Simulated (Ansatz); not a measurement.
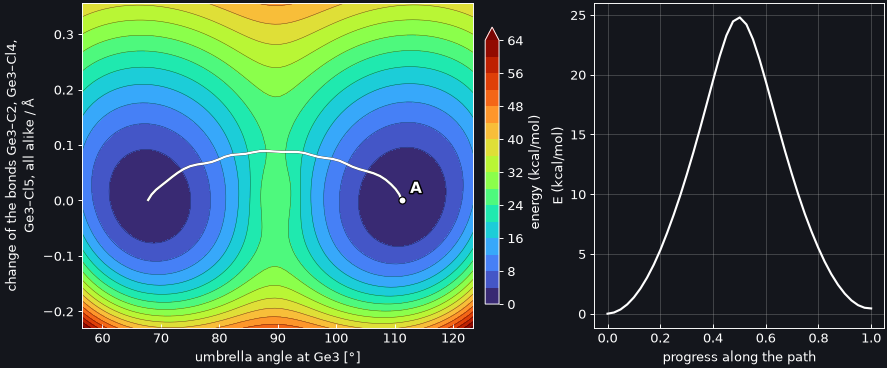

CCl2GeN, SMILES N#[C][Ge]([Cl])[Cl], spin multiplicity 2. The first coordinate is: umbrella angle at Ge3 (between each of its bonds and their common axis; 90 is planar); the second: change of the bonds Ge3–C2, Ge3–Cl4, Ge3–Cl5, all alike. Nothing is relaxed (all other coordinates rigid). Grid: 15 × 15 points. Points are written as (first, second). All energies are given in kcal/mol relative to the relaxed molecule at the same level. Computed with UKS PBE-D4/def2-SVP (Ansatz 0.2.0).

The picture shows filled contours, a line along the lowest path, one colour for all values above the top of the scale, the energy along the path at the right, the start A. Between grid points the surface is interpolated.

Question: Describe the path and its barrier.

Answer: The easiest path leads from the well at about (111°, 0.00 Å) to the well at about (68°, 0.00 Å), about 0.44 kcal/mol higher. Its highest point lies about 25 kcal/mol above the bottom of the first well on the interpolated surface, at about (89°, 0.09 Å). The start is the relaxed structure and all else is held, so a fully relaxed path at this level can only be lower.
